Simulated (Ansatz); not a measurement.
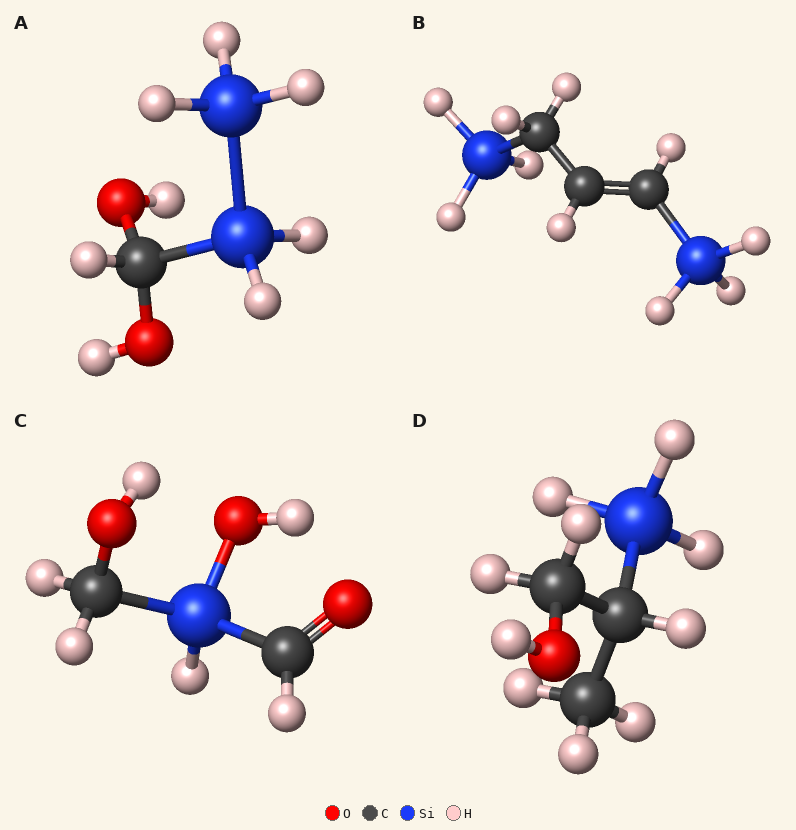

```sh
ansatz run in.yaml --threads 4 --pin off --events-out ev --progress --plain --max-ram 10444MiB
```

```yaml
crystal:
  periodic: [false, false, false]
  atoms:
    - {symbol: C, position_ang: [-1.207526, -0.461320, 0.852967]}
    - {symbol: C, position_ang: [0.057619, 0.235112, 0.355550]}
    - {symbol: Si, position_ang: [1.558890, -0.892158, 0.514136]}
    - {symbol: C, position_ang: [-0.095583, 0.743052, -1.063430]}
    - {symbol: O, position_ang: [-1.140001, 1.699103, -1.093187]}
    - {symbol: H, position_ang: [-1.111479, -0.770594, 1.896340]}
    - {symbol: H, position_ang: [-1.421896, -1.356614, 0.260560]}
    - {symbol: H, position_ang: [-2.069167, 0.203917, 0.773445]}
    - {symbol: H, position_ang: [0.259939, 1.106693, 0.992482]}
    - {symbol: H, position_ang: [2.803836, -0.194448, 0.088514]}
    - {symbol: H, position_ang: [1.387487, -2.104723, -0.334658]}
    - {symbol: H, position_ang: [1.713170, -1.326739, 1.928197]}
    - {symbol: H, position_ang: [0.846053, 1.194302, -1.407114]}
    - {symbol: H, position_ang: [-0.324687, -0.100477, -1.732135]}
    - {symbol: H, position_ang: [-1.278454, 1.974094, -2.002165]}
basis:
  gaussian: {orbitals: def2-TZVPP}
hamiltonian: {xc: pbe0, dispersion: d4}
output: {orbitals: {seedname: orbitals}}
```

Which picture belongs to the input above?

Answer. D. The file holds C3H10OSi, `C[C@@H]([SiH3])CO`.
